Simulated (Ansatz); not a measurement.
# C2H7GaO: how energies converge with the basis set

Aim: see how fast density functionals converge with the basis set for C2H7GaO.

Program: Ansatz 0.2.0, Gaussian basis. Level of theory: one geometry, several basis sets. These are calculated values, not measurements.

Levels to be run: PBE0-D4/def2-SVP; ωB97M-V/def2-SVP; PBE0-D4/def2-QZVPP; ωB97M-V/def2-QZVPP; the functionals' def2-TZVPP values are taken from earlier runs.

## (1) The relaxed structure

All runs share one geometry, relaxed beforehand with PBE0-D4 in a triple-zeta def2 set.

SMILES `OC[CH2][GaH2]`, 11 atoms, charge 0, spin multiplicity 1.

Atoms are counted from 1 here; the program's logs count them from 0.

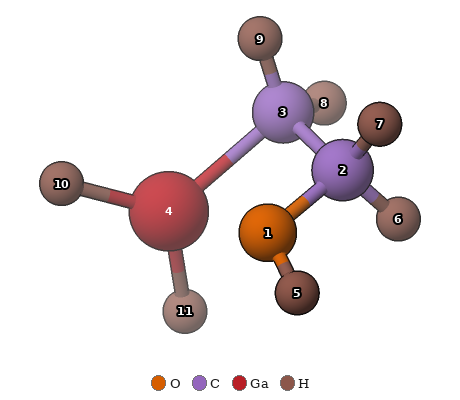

The geometry (oxygen orange, carbon purple, gallium red, hydrogen brown); atoms are numbered from 1 in the order of the file.

## (2) PBE0-D4 in def2-SVP

in.yaml reads:

```yaml
crystal:
  periodic: [false, false, false]
  atoms:
    - {symbol: O, position_ang: [-1.283549, 0.347205, 0.013824]}
    - {symbol: C, position_ang: [-0.037883, 1.021174, 0.374060]}
    - {symbol: C, position_ang: [1.038853, 0.191469, -0.284397]}
    - {symbol: Ga, position_ang: [-0.093230, -1.466783, -0.420601]}
    - {symbol: H, position_ang: [-1.971474, 0.498632, 0.668075]}
    - {symbol: H, position_ang: [0.062026, 1.013310, 1.462909]}
    - {symbol: H, position_ang: [-0.106534, 2.057835, 0.031678]}
    - {symbol: H, position_ang: [1.930275, 0.102208, 0.335725]}
    - {symbol: H, position_ang: [1.324746, 0.584657, -1.260323]}
    - {symbol: H, position_ang: [-0.581206, -2.018772, -1.808460]}
    - {symbol: H, position_ang: [-0.282016, -2.330925, 0.887520]}
basis:
  gaussian: {orbitals: def2-SVP}
hamiltonian: {xc: pbe0, dispersion: d4}
output: {orbitals: {seedname: orbitals}}
```

The runs that follow: ωB97M-V in def2-SVP; PBE0-D4 in def2-QZVPP; ωB97M-V in def2-QZVPP.

Q: Predict the results of all the runs planned. Wanted: PBE0-D4: double and triple zeta above quadruple; ωB97M-V: double and triple zeta above quadruple.

The runs gave:

```
                                       quantity           value
PBE0-D4: double and triple zeta above quadruple  12.99, 1.42 eV
ωB97M-V: double and triple zeta above quadruple  13.13, 1.38 eV
```

PBE0-D4 gains 11.57 eV from double to triple zeta, then 1.42 eV more. Total energies overstate the basis error of differences, where much of it tends to cancel. The LUMO of ωB97M-V is positive and keeps falling with the basis (1.58 to 0.79 eV): an unbound level that the basis holds in place.
